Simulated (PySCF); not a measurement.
C3H6B, doublet, SMILES `[BH]CC=C`.

Computed with PySCF, PBE/6-31+G*, geometry: GFN2-xTB. No frequency check shows the geometry to be a minimum. GFN2-xTB doesn't know the spin state, so this open-shell geometry is rough.

The calculation's input:

```python
import numpy as np
from pyscf import gto, scf, dft
from pyscf.scf import atom_ks, atom_hf
from scipy.linalg import block_diag

def solve(mol, dm0=None, hcore=None):
    mf = (dft.UKS if mol.spin else dft.RKS)(mol, xc='pbe')
    mf.grids.level = 3
    mf = mf.density_fit(auxbasis='def2-universal-jkfit')
    mf.conv_tol, mf.max_cycle = 1e-8, 80
    if hcore is not None:
        mf.get_hcore = lambda *args: hcore
    mf.kernel(dm0)
    if not mf.converged:
        mf = mf.newton().run(mf.mo_coeff, mf.mo_occ, max_cycle=30)
    assert mf.converged, 'SCF not converged'
    return mf

mol = gto.M(atom='''
B     -1.85029     0.39384    -0.42046
C     -0.76095    -0.56817     0.13784
C      0.51049     0.17126     0.43288
C      1.61887     0.06266    -0.28046
H     -1.91040     1.54899    -0.29176
H     -0.54490    -1.42452    -0.50636
H     -1.15876    -0.98032     1.07293
H      0.46345     0.86638     1.26138
H      1.69166    -0.61547    -1.11548
H      2.50000     0.64120    -0.05997
''', basis='6-31+g*', charge=0, spin=1, verbose=4)
mf = solve(mol)
out = dict(e0=mf.e_tot, dm0=mf.make_rdm1(), c=mf.mo_coeff, occ=mf.mo_occ, eps=mf.mo_energy)
for name, dq, spin in [('cation', 1, 0), ('anion', -1, 0)]:
    ion = mol.copy().set(charge=mol.charge + dq, spin=spin).build()
    mi = solve(ion)
    if spin and dq > 0 and mol.nao < 130:
        c, _, stable, _ = mi.stability(return_status=True)
        if not stable:
            mi = solve(ion, mi.make_rdm1(c, mi.mo_occ))
    print(name, 'vertical energy change / eV', (mi.e_tot - mf.e_tot) * 27.211386)
    out.update({'e_' + name: mi.e_tot, 'dm_' + name: mi.make_rdm1(), 's2_' + name: mi.spin_square()[0], 'eps_' + name: mi.mo_energy, 'occ_' + name: mi.mo_occ})
# spherically averaged free atoms, for the promolecule
atm = atom_ks.get_atm_nrks(mol, xc='pbe')
pro = block_diag(*[(atm[a[0]][2] * atm[a[0]][3]) @ atm[a[0]][2].T for a in mol._atom])
np.savez('result.npz', pro=pro, **out)
```

Run with:

```sh
OMP_NUM_THREADS=1 python input.py
```

The run took 28 s on 1 thread of Arm Neoverse V2 (shared host), peak memory 0.38 GiB.

Partitions, critical points and surface values were worked out afterwards from this run's density.

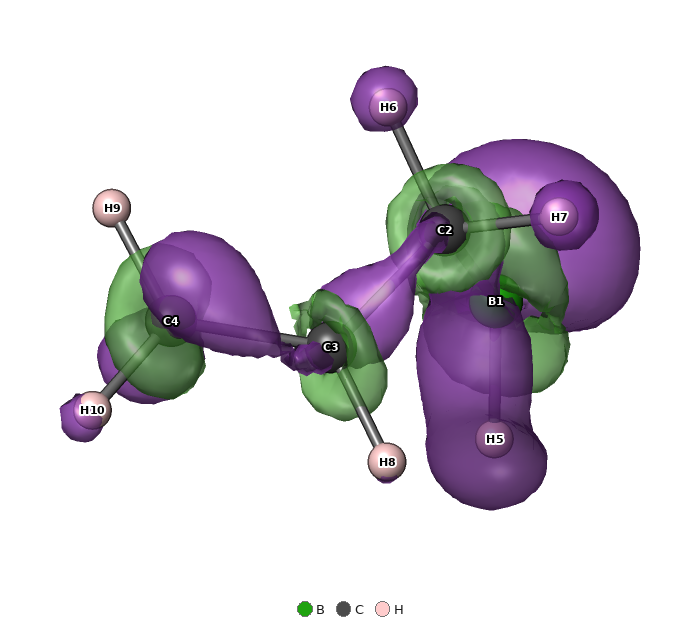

Fukui function f⁻ = ρ(N) − ρ(N−1) at fixed geometry, surfaces at ±0.04 e/Å³ (purple positive, green negative).

On which atoms does the density change most on removal of an electron?

Answer. f⁻ (Hirshfeld-condensed) is largest on B1 (0.42); the vertical ionisation energy is 7.63 eV (to the singlet cation, which needn't be its lowest state). Condensed values hint at sites of electrophilic attack but needn't mark the atom that reacts. Orbital relaxation makes it negative in places (0.17 e in all).
